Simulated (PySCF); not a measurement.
**C9H13FSi: NMR shifts in solvents**

Aim: compute the NMR shifts of C9H13FSi (`FC1=C[Si@H](C2CCCC2)C=C1`), and see what a dielectric continuum does where one was used.

Programs: PySCF 2.14.0, with density-fitted response routines of our own. Each step states its level of theory. These are calculated values for one molecule, in the gas phase or a continuum, unless marked as measured. Atoms are numbered from 0 throughout.

**1. The molecule as given**

24 atoms, charge 0, multiplicity 1; geometry from: GFN2-xTB.

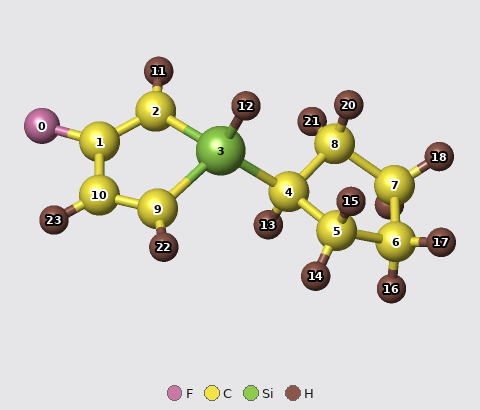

As it starts; fluorine pink, carbon yellow, silicon green, hydrogen brown, atoms numbered.

**2. Optimising the geometry at PBE0-D3(BJ)/def2-SVP**

The job: settings as JSON, then the geometry in Å.

```
{"job": {"xc": "PBE0", "basis": "def2-SVP", "d3": "d3bj", "grid": 1, "kind": "geom"}, "charge": 0, "multiplicity": 1}
F      4.233166    -1.924375    -1.110207
C      3.292044    -1.085006    -0.627918
C      2.277971    -1.478671     0.143587
Si     1.268983     0.054580     0.559059
C     -0.519783     0.018566    -0.075453
C     -1.274876     1.333645     0.114797
C     -2.747161     0.952505    -0.082771
C     -2.842326    -0.544263     0.272004
C     -1.421801    -0.970501     0.662203
C      2.447784     1.105898    -0.478548
C      3.404560     0.319780    -0.980142
H      2.148605    -2.503171     0.440163
H      1.343166     0.393917     1.985631
H     -0.537811    -0.233393    -1.140867
H     -0.949162     2.105922    -0.580013
H     -1.118770     1.702404     1.129643
H     -3.040725     1.114652    -1.120106
H     -3.400852     1.558238     0.543507
H     -3.546804    -0.722765     1.083310
H     -3.181037    -1.116741    -0.591777
H     -1.281894    -0.861769     1.738783
H     -1.211276    -2.004763     0.395767
H      2.423613     2.165649    -0.664964
H      4.222651     0.639426    -1.608133
```

What it wrote:

```text
step   0  E = -739.05786110  max force = 0.022555
step   1  E = -739.06151358  max force = 0.003892
step   2  E = -739.06188023  max force = 0.001771
step   3  E = -739.06190417  max force = 0.002018
step   4  E = -739.06197178  max force = 0.000491
step   5  E = -739.06198480  max force = 0.000664
step   6  E = -739.06199673  max force = 0.000584
step   7  E = -739.06199448  max force = 0.000421
step   8  E = -739.06198916  max force = 0.000214
step   9  E = -739.06198525  max force = 0.000268
step  10  E = -739.06198582  max force = 0.000256
optimisation converged
```

Run time: 7.6 min. Hardware: 1 thread, shared host.

Relaxation path:

```
step  energy from step 0 (eV)  largest force component (eV/Å)
   0                   0.0000                          1.1598
   1                  -0.0994                          0.2001
   2                  -0.1094                          0.0911
   3                  -0.1100                          0.1038
   4                  -0.1119                          0.0252
   5                  -0.1122                          0.0341
   6                  -0.1125                          0.0300
   7                  -0.1125                          0.0216
   8                  -0.1123                          0.0110
   9                  -0.1122                          0.0138
  10                  -0.1122                          0.0132
```

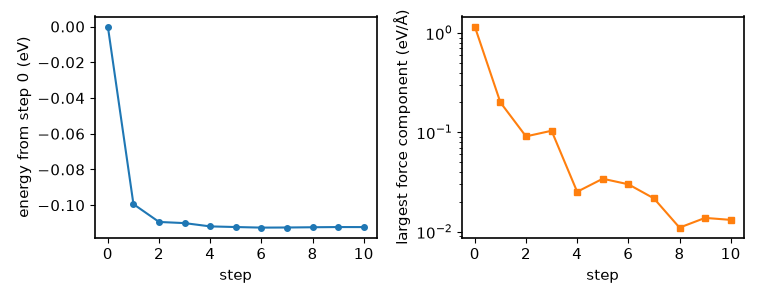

Energy and largest force along the relaxation.

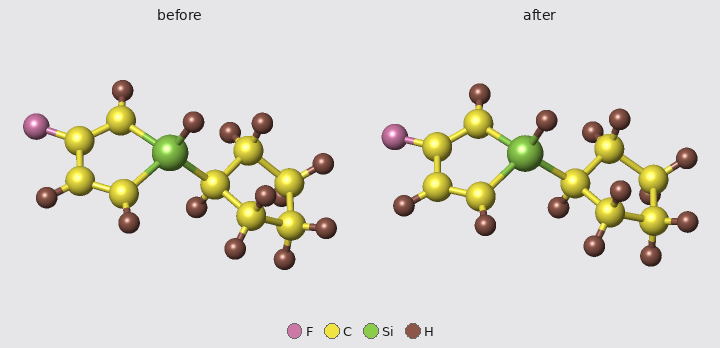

The geometry before (left) and after (right).

Close pairs (by a distance rule), those that changed most:

```
   bond  before (Å)  after (Å)  change (Å)
Si3–H12       1.468      1.499      +0.030
 C1–C10       1.453      1.478      +0.026
  F0–C1       1.350      1.330      -0.020
 Si3–C4       1.898      1.882      -0.016
 C2–H11       1.074      1.090      +0.016
 C9–H22       1.076      1.092      +0.016
C10–H23       1.080      1.095      +0.015
 C2–Si3       1.882      1.868      -0.014
```

The next job starts from the end point, and lists it.

```
                         at the end point                value
  point group (found at 0.08 Å tolerance)                   C1
rotational constants (GHz, main isotopes)  2.455, 0.464, 0.420
                        dipole moment (D)                 1.76
```

**3. Shielding tensors: PBE0/pcSseg-1 in chloroform**

The job: settings as JSON, then the geometry in Å.

```
{"job": {"kind": "nmr", "xc": "PBE0", "basis": "pcSseg-1", "solvent": "chloroform", "pop": true}, "charge": 0, "multiplicity": 1}
F      3.745692    -2.012395    -1.705840
C      2.890939    -1.189439    -1.103887
C      1.936861    -1.575350    -0.239329
Si     1.055938    -0.007569     0.266695
C     -0.769486     0.075021    -0.185099
C     -1.432054     1.430814     0.090389
C     -2.940843     1.139164     0.026738
C     -3.094930    -0.364911     0.350547
C     -1.670558    -0.891162     0.593908
C      2.163935     1.068818    -0.811614
C      3.030201     0.245105    -1.432223
H      1.797123    -2.619965     0.039510
H      1.204479     0.305181     1.724684
H     -0.849540    -0.151708    -1.264721
H     -1.116355     2.216654    -0.612731
H     -1.157838     1.777794     1.102608
H     -3.323547     1.354183    -0.982874
H     -3.509502     1.779451     0.717775
H     -3.749456    -0.544477     1.216669
H     -3.551754    -0.894191    -0.499851
H     -1.428035    -0.837363     1.670177
H     -1.541713    -1.940945     0.289582
H      2.169412     2.148245    -0.977224
H      3.807547     0.550704    -2.140624
```

With the program's defaults for keys left out, this is: GIAO PBE0/pcSseg-1 NMR shielding, non-relativistic, IEF-PCM chloroform.

What it wrote:

```text
coarse grid: 20544 points
cycle   1  E = -739.2288492702  dE =  1.451e+00  |g| = 6.298e-01  |ddm| = 4.494e+00
cycle   2  E = -739.1754464277  dE =  5.340e-02  |g| = 8.098e-01  |ddm| = 1.064e+00
cycle   3  E = -739.3163047678  dE = -1.409e-01  |g| = 1.080e-01  |ddm| = 6.385e-01
cycle   4  E = -739.3189137123  dE = -2.609e-03  |g| = 4.368e-02  |ddm| = 1.317e-01
cycle   5  E = -739.3193684263  dE = -4.547e-04  |g| = 1.149e-02  |ddm| = 4.231e-02
cycle   6  E = -739.3193955283  dE = -2.710e-05  |g| = 3.977e-03  |ddm| = 1.241e-02
cycle   7  E = -739.3193993376  dE = -3.809e-06  |g| = 6.106e-04  |ddm| = 3.673e-03
final grid: 194240 points
cycle   8  E = -739.3936852483  dE = -5.307e-05  |g| = 9.715e-03  |ddm| = 3.745e-02
cycle   9  E = -739.3936722653  dE =  1.298e-05  |g| = 1.256e-02  |ddm| = 1.927e-02
cycle  10  E = -739.3937094040  dE = -3.714e-05  |g| = 1.055e-03  |ddm| = 1.059e-02
cycle  11  E = -739.3937095828  dE = -1.788e-07  |g| = 3.110e-04  |ddm| = 1.013e-03
cycle  12  E = -739.3937095977  dE = -1.493e-08  |g| = 9.239e-05  |ddm| = 2.922e-04
cycle  13  E = -739.3937095994  dE = -1.728e-09  |g| = 4.169e-05  |ddm| = 1.083e-04
cycle  14  E = -739.3937095999  dE = -4.450e-10  |g| = 6.467e-06  |ddm| = 3.830e-05
converged SCF energy = -739.3937095999

GIAO shielding tensors (ppm)
atom      isotropic    diamagn.    paramagn.     s11        s22        s33       span
  0 F      256.427     473.250    -216.824    130.799    274.322    364.159    233.360
  1 C        5.505     257.254    -251.749   -100.463     53.346     63.633    164.096
  2 C       87.120     265.105    -177.985      2.168     87.024    172.169    170.001
  3 Si     357.379     882.561    -525.182    307.592    367.726    396.820     89.227
  4 C      157.761     253.225     -95.464    140.110    163.981    169.192     29.082
  5 C      151.580     247.731     -96.151    123.908    158.725    172.107     48.199
  6 C      157.913     248.093     -90.181    128.404    169.495    175.839     47.435
  7 C      157.833     248.054     -90.221    128.281    169.367    175.851     47.570
  8 C      151.206     247.566     -96.360    123.518    158.148    171.951     48.433
  9 C       40.954     264.199    -223.245    -79.114     25.395    176.581    255.695
 10 C       31.758     258.013    -226.255    -85.557     48.698    132.133    217.691
 11 H       26.089      30.841      -4.752     23.848     26.708     27.711      3.863
 12 H       26.869      29.856      -2.987     23.539     25.191     31.876      8.337
 13 H       30.640      34.746      -4.106     26.532     29.407     35.980      9.448
 14 H       29.448      31.699      -2.251     23.533     28.652     36.160     12.628
 15 H       29.958      31.857      -1.899     24.373     29.656     35.846     11.473
 16 H       29.668      29.177       0.491     24.279     27.596     37.127     12.848
 17 H       29.516      28.192       1.324     24.234     27.168     37.144     12.910
 18 H       29.513      28.227       1.286     24.238     27.156     37.147     12.909
 19 H       29.662      29.212       0.450     24.262     27.595     37.130     12.868
 20 H       29.957      31.863      -1.907     24.368     29.689     35.813     11.446
 21 H       29.415      31.681      -2.266     23.478     28.718     36.049     12.570
 22 H       24.481      31.756      -7.275     22.283     24.112     27.049      4.767
 23 H       24.294      28.629      -4.334     22.578     22.858     27.447      4.869
```

It took 2.1 min on 1 thread, shared host.

The references, computed at this level on geometries of the same kind, shield at (ppm): ¹H TMS 31.25, ¹³C TMS 185.2, ²⁹Si TMS 351.9, ¹⁹F CFCl3 179.6. Their shielding less the atom's gives the shift. The references are single molecules in the same continuum, so shifts against H2O, NH3, PH3, H3PO4 or CFCl3 are not on the usual liquid scales and can be off by tens of ppm.

```
atoms                                                environment  σ (ppm)  δ (ppm)
   C1                            fully substituted alkene carbon      5.5    179.7
  C10                                                  alkene CH     31.8    153.4
   C9                                                  alkene CH     41.0    144.2
   C2                                                  alkene CH     87.1     98.0
   C8                                          sp3 CH2 in a ring    151.2     34.0
   C5                                          sp3 CH2 in a ring    151.6     33.6
   C4                                        sp3 CH bonded to Si    157.8     27.4
   C7                                          sp3 CH2 in a ring    157.8     27.3
   C6                                          sp3 CH2 in a ring    157.9     27.3
  H23                                   hydrogen on an alkene CH    24.29     6.95
  H22                                   hydrogen on an alkene CH    24.48     6.77
  H11                                   hydrogen on an alkene CH    26.09     5.16
  H12  hydrogen on a silicon bonded to 3 C, in a 5-membered ring    26.87     4.38
  H21                           hydrogen on an sp3 CH2 in a ring    29.42     1.83
  H14                           hydrogen on an sp3 CH2 in a ring    29.45     1.80
  H18                           hydrogen on an sp3 CH2 in a ring    29.51     1.73
  H17                           hydrogen on an sp3 CH2 in a ring    29.52     1.73
  H19                           hydrogen on an sp3 CH2 in a ring    29.66     1.58
  H16                           hydrogen on an sp3 CH2 in a ring    29.67     1.58
  H20                           hydrogen on an sp3 CH2 in a ring    29.96     1.29
  H15                           hydrogen on an sp3 CH2 in a ring    29.96     1.29
  H13                         hydrogen on an sp3 CH bonded to Si    30.64     0.61
   F0                                           vinylic fluorine    256.4    -76.8
  Si3             silicon bonded to 3 C, H, in a 5-membered ring    357.4     -5.5
```

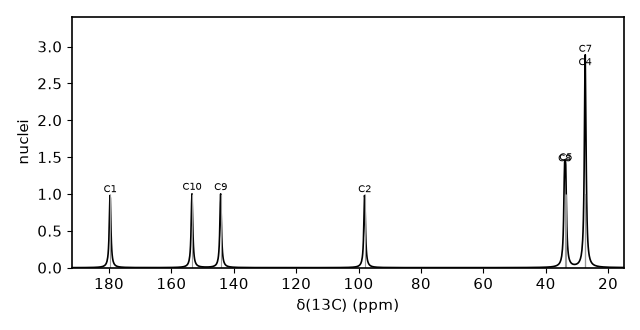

¹³C lines at the computed shifts, without couplings. Lines are broadened to a width of 0.61 ppm (Lorentzian).

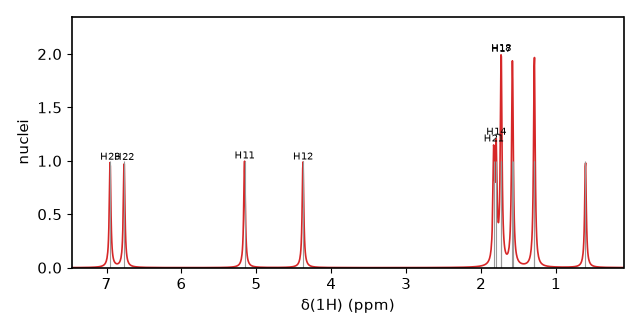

¹H lines at the computed shifts, without couplings. Lines are broadened to a width of 0.03 ppm (Lorentzian).

The run also stored atomic charges by several schemes (e):

```
atoms  Mulliken    IAO  Hirshfeld  ESP fit
   F0     -0.27  -0.27      -0.09    -0.21
   C1      0.26   0.29       0.08     0.43
   C2     -0.49  -0.52      -0.19    -0.62
  Si3      0.98   0.91       0.35     0.40
   C4     -0.59  -0.38      -0.11     0.08
   C5     -0.20  -0.25      -0.07    -0.04
   C6     -0.22  -0.26      -0.07    -0.06
   C7     -0.22  -0.26      -0.07    -0.14
   C8     -0.20  -0.25      -0.07    -0.02
   C9     -0.40  -0.43      -0.14    -0.42
  C10     -0.17  -0.16      -0.06    -0.16
```

Hirshfeld charges:

F0 -0.09; C1 0.08; C2 -0.19; Si3 0.35; C4 -0.11; C5 -0.07; C6 -0.07; C7 -0.07; C8 -0.07; C9 -0.14; C10 -0.06; H11 0.05; H12 -0.08; H13 0.04; H14 0.04; H15 0.03; H16 0.04; H17 0.04; H18 0.04; H19 0.04; H20 0.03; H21 0.04; H22 0.05; H23 0.06

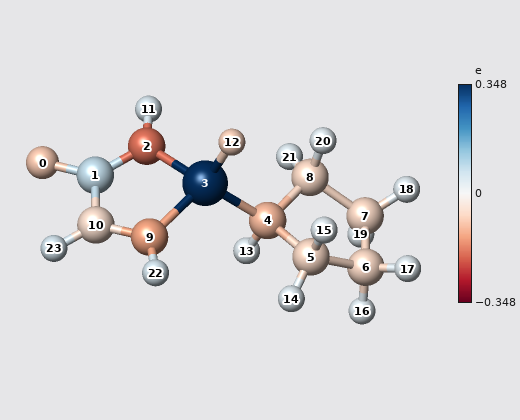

Hirshfeld charges, as colours on the atoms.

Mayer bond orders: F0–C1 0.95, C1–C2 1.82, C2–Si3 0.87, Si3–C4 0.88, C4–C5 1.01, C5–C6 1.04, C6–C7 1.02, C7–C8 1.04, Si3–C9 0.86, C9–C10 1.83, C10–C1 1.07, C8–C4 1.01.

Ring of atoms C1, C2, Si3, C9, C10: NICS(0) -1.4, NICS(1) -2.1, NICS(1)zz 1.0 ppm (means of both faces).

Ring of atoms C4, C5, C6, C7, C8: NICS(0) -5.8, NICS(1) -4.2, NICS(1)zz -4.6 ppm (means of both faces).

**4. Shielding tensors: PBE0/pcSseg-1 in methanol**

The job, as its differences from that of step 3:

```diff
@@ -1,2 +1,2 @@
-{"job": {"kind": "nmr", "xc": "PBE0", "basis": "pcSseg-1", "solvent": "chloroform", "pop": true}, "charge": 0, "multiplicity": 1}
+{"job": {"kind": "nmr", "xc": "PBE0", "basis": "pcSseg-1", "solvent": "methanol", "pop": false}, "charge": 0, "multiplicity": 1}
 F      3.745692    -2.012395    -1.705840
```

Method: GIAO PBE0/pcSseg-1 NMR shielding, non-relativistic, IEF-PCM methanol.

What it wrote:

```text
coarse grid: 20544 points
cycle   1  E = -739.2306165975  dE =  1.450e+00  |g| = 6.274e-01  |ddm| = 4.494e+00
cycle   2  E = -739.1805408311  dE =  5.008e-02  |g| = 7.995e-01  |ddm| = 1.051e+00
cycle   3  E = -739.3177821702  dE = -1.372e-01  |g| = 1.013e-01  |ddm| = 6.199e-01
cycle   4  E = -739.3200433635  dE = -2.261e-03  |g| = 4.130e-02  |ddm| = 1.198e-01
cycle   5  E = -739.3204520903  dE = -4.087e-04  |g| = 1.059e-02  |ddm| = 3.880e-02
cycle   6  E = -739.3204751689  dE = -2.308e-05  |g| = 3.751e-03  |ddm| = 1.134e-02
cycle   7  E = -739.3204785752  dE = -3.406e-06  |g| = 5.750e-04  |ddm| = 3.406e-03
final grid: 194240 points
cycle   8  E = -739.3947558565  dE = -5.331e-05  |g| = 9.660e-03  |ddm| = 3.747e-02
cycle   9  E = -739.3947437044  dE =  1.215e-05  |g| = 1.239e-02  |ddm| = 1.898e-02
cycle  10  E = -739.3947797766  dE = -3.607e-05  |g| = 1.047e-03  |ddm| = 1.031e-02
cycle  11  E = -739.3947799518  dE = -1.752e-07  |g| = 3.076e-04  |ddm| = 9.953e-04
cycle  12  E = -739.3947799663  dE = -1.450e-08  |g| = 9.114e-05  |ddm| = 2.871e-04
cycle  13  E = -739.3947799680  dE = -1.708e-09  |g| = 3.978e-05  |ddm| = 1.047e-04
cycle  14  E = -739.3947799684  dE = -3.984e-10  |g| = 6.265e-06  |ddm| = 3.603e-05
converged SCF energy = -739.3947799684

GIAO shielding tensors (ppm)
atom      isotropic    diamagn.    paramagn.     s11        s22        s33       span
  0 F      257.952     473.444    -215.492    133.052    275.937    364.867    231.815
  1 C        5.529     257.499    -251.970   -100.597     53.001     64.182    164.779
  2 C       86.995     265.083    -178.087      2.083     86.511    172.392    170.308
  3 Si     357.366     882.535    -525.169    307.193    367.799    397.106     89.912
  4 C      157.790     253.166     -95.376    140.084    164.051    169.234     29.150
  5 C      151.695     247.715     -96.020    123.935    158.919    172.231     48.296
  6 C      158.053     248.175     -90.122    128.537    169.630    175.991     47.454
  7 C      157.964     248.131     -90.166    128.384    169.505    176.004     47.620
  8 C      151.311     247.578     -96.268    123.554    158.310    172.069     48.515
  9 C       40.335     264.184    -223.849    -79.813     23.954    176.865    256.678
 10 C       31.785     258.041    -226.256    -85.558     48.566    132.347    217.905
 11 H       26.031      30.814      -4.783     23.781     26.659     27.652      3.871
 12 H       26.878      29.880      -3.003     23.557     25.204     31.872      8.316
 13 H       30.614      34.693      -4.079     26.489     29.392     35.963      9.474
 14 H       29.421      31.664      -2.243     23.489     28.622     36.152     12.664
 15 H       29.934      31.827      -1.894     24.336     29.627     35.838     11.502
 16 H       29.660      29.173       0.487     24.271     27.580     37.130     12.859
 17 H       29.512      28.185       1.326     24.228     27.159     37.147     12.920
 18 H       29.510      28.221       1.289     24.232     27.150     37.149     12.917
 19 H       29.657      29.211       0.447     24.255     27.584     37.133     12.878
 20 H       29.933      31.838      -1.905     24.335     29.662     35.803     11.467
 21 H       29.404      31.664      -2.260     23.455     28.710     36.048     12.593
 22 H       24.386      31.689      -7.303     22.202     23.992     26.963      4.760
 23 H       24.245      28.596      -4.351     22.529     22.805     27.401      4.872
```

It took 1.9 min on 1 thread, shared host.

This run: δ C1 179.9, C10 153.7, C9 145.1, C2 98.5, H23 7.00, H22 6.85 ppm.

**5. Comparing the runs: NMR shifts**

Shifts (ppm) of some atoms, chosen among heavy atoms and hydrogens apart, with basis size and wall time:

```
                        run     C1    C10     C9    C2   H22   H11     F0  functions     time
PBE0/pcSseg-1 in chloroform  179.7  153.4  144.2  98.0  6.77  5.16  -76.8        259  2.1 min
  PBE0/pcSseg-1 in methanol  179.9  153.7  145.1  98.5  6.85  5.21  -77.4        259  1.9 min
```

The continuum's effect on the ground state:

```
   solvent      ε  polarisation energy (Eh)  μ (D)
chloroform   4.71                   -0.0031   2.19
  methanol  32.61                   -0.0044   2.31
```

**6. What came out**

| quantity | value |
| --- | --- |
| point group | C1 |
| rotational constants (main isotopes) | 2.45, 0.46, 0.42 GHz |
| ¹³C shifts against TMS (PBE0/pcSseg-1, chloroform) | 179.7, 153.4, 144.2, 98.0, 34.0, 33.6, 27.4, 27.3, 27.3 ppm |
| ¹H shifts against TMS (PBE0/pcSseg-1, chloroform) | 6.95, 6.77, 5.16, 4.38, 1.83, 1.80, 1.73, 1.73, 1.58, 1.58, 1.29, 1.29, 0.61 ppm |
| ¹⁹F shifts against CFCl3 (PBE0/pcSseg-1, chloroform) | -76.8 ppm |
| ²⁹Si shifts against TMS (PBE0/pcSseg-1, chloroform) | -5.5 ppm |
| range of the shift of C9 | 144.2 to 145.1 ppm |

Over 10 steps the energy fell by 0.112 eV; of the close pairs, Si3–H12 changed most, 1.468 to 1.499 Å. At PBE0/pcSseg-1: Shielding is most anisotropic at C9 (span 256 ppm, paramagnetic term -223 ppm). In ppm, C9 moves most: its shift spreads over 0.9 ppm, from 144.2 (PBE0/pcSseg-1 in chloroform) to 145.1 (PBE0/pcSseg-1 in methanol). Part of that comes from the computed reference. The continuum holds electrostatics alone: no hydrogen bonds to the solvent, and the gas-phase geometry is kept.
